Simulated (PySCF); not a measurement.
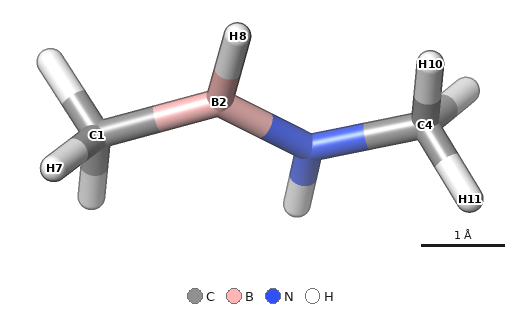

The input geometry (stick view, seen at a tilt; atoms are numbered from 1 in the order of the input). Bond lengths as drawn: B–C 1.57 Å, B–H 1.20 Å, B–N 1.39 Å, C–H 1.09 to 1.10 Å, C–N 1.44 Å and H–N 1.01 Å.

## Excited-state calculation of C₂H₈BN

C₂H₈BN, SMILES CBNC, computed with CIS/def2-TZVP, RHF (PySCF 2.14.0).

The geometry comes from this level: PBE0-D4/def2-TZVP.

## Output
```
converged SCF energy = -159.629136005186
total energy: -159.62913601 hartree
Excitation energies (eV)
[8.12046541 8.67383932 8.82876865]

** Singlet excitation energies and oscillator strengths **
state   eV      nm      f
  1    8.1205    152.7   0.00250
  2    8.6738    142.9   0.00586
  3    8.8288    140.4   0.31987
```

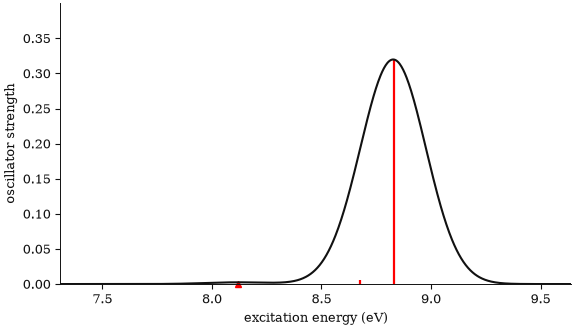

Computed excitations as sticks (degenerate states added up, dark ones marked on the axis), with a Gaussian envelope of 0.35 eV full width at half maximum, scaled to the tallest. Of the 3 states the lowest lies at 8.12 eV (f = 0.003); the strongest line is at 8.83 eV, or 140 nm (f = 0.320).

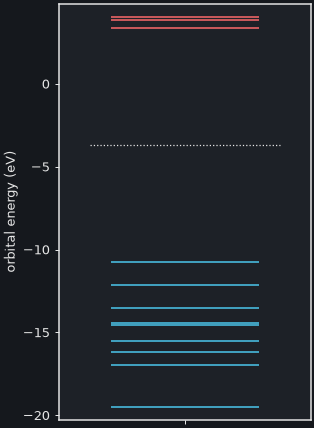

Orbital energies near the frontier (SCF reference); the dotted line parts filled from empty levels, and levels within 0.02 eV of each other stand side by side. Highest filled −10.74 eV, lowest empty 3.38 eV, 14.12 eV apart.

This output came from the following input.

## The input (run.py)
```python
# CBNC
from pyscf import gto, scf, tdscf

mol = gto.M(
    atom='geometry.xyz',
    verbose=3,
    basis='def2-tzvp',
    max_memory=1860,
)

hf = scf.RHF(mol)
hf.conv_tol = 1e-10
hf.kernel()
if not hf.converged:
    hf = hf.newton().run(hf.mo_coeff, hf.mo_occ)

e_tot = hf.e_tot
print(f'total energy: {e_tot:.8f} hartree')

td = tdscf.TDA(hf)
td.nstates = 3
td.kernel()
td.analyze()
roots = td.e * 27.211386
osc = td.oscillator_strength()
print('state   eV      nm      f')
for i, (w, f) in enumerate(zip(roots, osc), 1):
    print('%3d %9.4f %8.1f %9.5f' % (i, w, 1239.842 / w, f))
```

## File geometry.xyz
```
12
C2H8BN
C     -1.823600     0.733600     0.313400
B     -0.301600     0.624000    -0.053600
N      0.388500    -0.579000     0.029100
C      1.779700    -0.806700    -0.279200
H     -2.276700    -0.208500     0.636500
H     -2.397900     1.106300    -0.541700
H     -1.973800     1.469400     1.110800
H      0.322200     1.585300    -0.421700
H     -0.104600    -1.405100     0.334000
H      2.230200     0.133200    -0.597800
H      2.333000    -1.172700     0.591600
H      1.901700    -1.535000    -1.087500
```

Launched with:
```bash
OMP_NUM_THREADS=1 python run.py
```

## Key numbers

| quantity | value |
| --- | --- |
| outcome | converged |
| total energy | −159.629136 hartree |
| basis functions | 172 |
| HOMO of the SCF reference | −10.74 eV |
| LUMO of the SCF reference | 3.38 eV |
| lowest excitation | 8.12 eV |
| hardware | 1 thread of Arm Neoverse V1, 24 GiB of memory available, shared host |
| wall time | 2.6 min |
| peak memory | 0.98 GiB |
